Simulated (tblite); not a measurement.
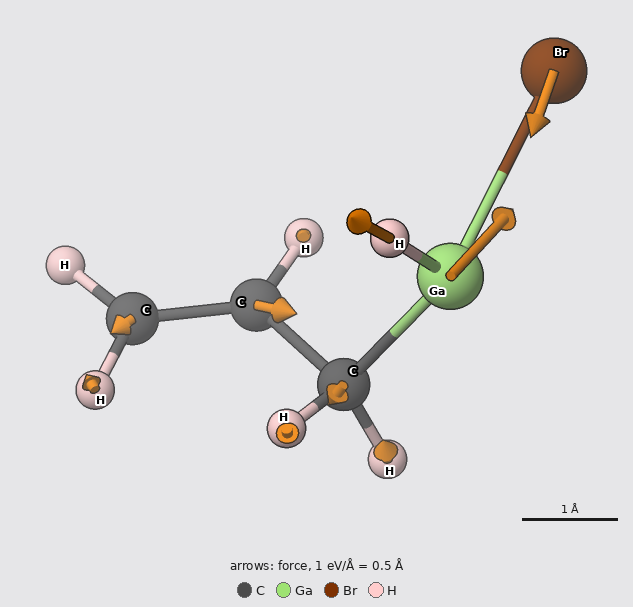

Starting geometry of C3H6BrGa with the computed forces as orange arrows. Style: ball-and-stick. Shown at a tilt.

Level of theory: GFN2-xTB geometry optimisation, gas phase in tblite. 

What follows when this structure is relaxed?

It isn't relaxed: the largest force vector, on the Ga atom, is 3.28 eV/Å. The final displacements have little in common with the starting forces (cosine between the two patterns −0.05). The energy falls by 82.4 kJ/mol in 120 geometry steps. The largest move after the best rigid fit is that of the Br atom, 1.99 Å. Largest moves by element: Br 1.99 Å, H 1.75 Å, C 0.38 Å, Ga 0.27 Å. Near-neighbour distances that change, for instance: Br–Ga 2.523 → 2.289 Å, Ga–H 1.424 → 1.590 Å, C–Ga 2.031 → 2.073 Å, C–C 1.522 → 1.485 Å. Among the angles between lasting bonds that change: Ga–C–H 94.5° → 108.0°, C–Ga–H 115.6° → 128.4°, Ga–C–H 121.5° → 109.2°. Groups turn about C–C by about 40°. The run took 1.1 s on 1 thread of Arm Neoverse N1 (shared host).
